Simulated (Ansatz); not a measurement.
# ClH4NSi: ladder of basis sets from a Python script

How does the energy of ClH4NSi converge with the basis? Wanted for ClH4NSi: a ladder of basis sets. SMILES: N[SiH2]Cl.

All numbers are computed with the Python package of Ansatz 0.2.0. The levels of theory stand in the script.

## (1) Starting point

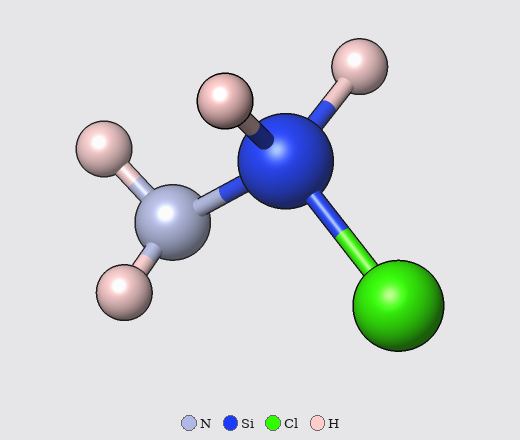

The starting structure, viewed from a chosen angle; nitrogen light blue, silicon blue, chlorine green, hydrogen pink.

clh4nsi.xyz, read by the script:

```xyz
7

N    -0.77960   -0.27930   -0.70210
Si    0.55910    0.00820    0.21990
Cl    0.58260   -1.36580    1.70570
H    -0.88680    0.57380   -1.33180
H    -1.63150   -0.26390   -0.11240
H     0.43720    1.37280    0.81490
H     1.78020   -0.11380   -0.63990
```

## (2) The script

Contents of basis_clh4nsi.py:

```python
"""Basis-set convergence for ClH4NSi."""

import warnings

import ansatz as az

warnings.simplefilter("ignore", az.DeckWarning)

clh4nsi = az.Crystal.molecule_from_extxyz("clh4nsi.xyz")

job = clh4nsi.calculation().correlation("mp2")

energies = {}
for basis in ["cc-pVDZ", "cc-pVTZ"]:
    rep = job.basis(gaussian=basis).run(threads=1, backend="cpu").report
    size = rep["n_frozen"] + rep["n_occupied"][0] + rep["n_virtual"][0]
    energies[basis] = (rep["reference_energy_ev"] / 27.211386246, rep["free_energy_ev"] / 27.211386246)
    print(f"{basis:14s} {size:4d} orbitals  reference {energies[basis][0]:14.6f} Ha  total {energies[basis][1]:14.6f} Ha")

# correlation energy at the basis limit from E(X) = E + A / X^3
small, large = (energies[b][1] - energies[b][0] for b in ("cc-pVDZ", "cc-pVTZ"))
limit = (3 ** 3 * large - 2 ** 3 * small) / (3 ** 3 - 2 ** 3)
print(f"correlation energy: {small:.6f} and {large:.6f} Ha, extrapolated {limit:.6f} Ha")
print(f"share caught by the larger set: {100 * large / limit:.1f} %")
```

## (3) The input behind the calls

The package turns the script's settings into the engine's input (first run):

```yaml
crystal:
  periodic: [false, false, false]
  atoms:
    - { symbol: "N", position_ang: [-0.7796, -0.2793, -0.7021] }
    - { symbol: Si, position_ang: [0.5591, 0.0082, 0.2199] }
    - { symbol: Cl, position_ang: [0.5826, -1.3658, 1.7057] }
    - { symbol: H, position_ang: [-0.8868, 0.5738, -1.3318] }
    - { symbol: H, position_ang: [-1.6315, -0.2639, -0.1124] }
    - { symbol: H, position_ang: [0.4372, 1.3728, 0.8149] }
    - { symbol: H, position_ang: [1.7802, -0.1138, -0.6399] }
basis:
  gaussian:
    orbitals: cc-pVDZ
correlation:
  method: mp2
```

## (4) The run

On the command line:

```console
$ python basis_clh4nsi.py
```

**Question.** How far does the total energy move along this ladder of basis sets?

The runs gave:

| quantity | value |
| --- | --- |
| extrapolated correlation energy | -0.583264 Ha |
| runs compared | 2 |
| correlation energy, last run | -14.464 eV |

In words: Against cc-pVDZ: cc-pVTZ -184.2 mHa. The last step alone is -184.20 mHa. From the first set to the last the time grows from 0.7 to 2.5 s. Caveats:
- The drop along the ladder measures the basis error, and is no property of the molecule.
- The geometry is a force-field or estimated start, not a minimum of this method, and the last set is no limit. Much of the fall in a total is atomic energy, which cancels in bond and reaction energies.
- Inner cores stay frozen, so this is valence correlation.
- For Al to Cl the sets with a tight d function, cc-pV(X+d)Z, are usual.
- An extrapolation from small basis sets is rough.
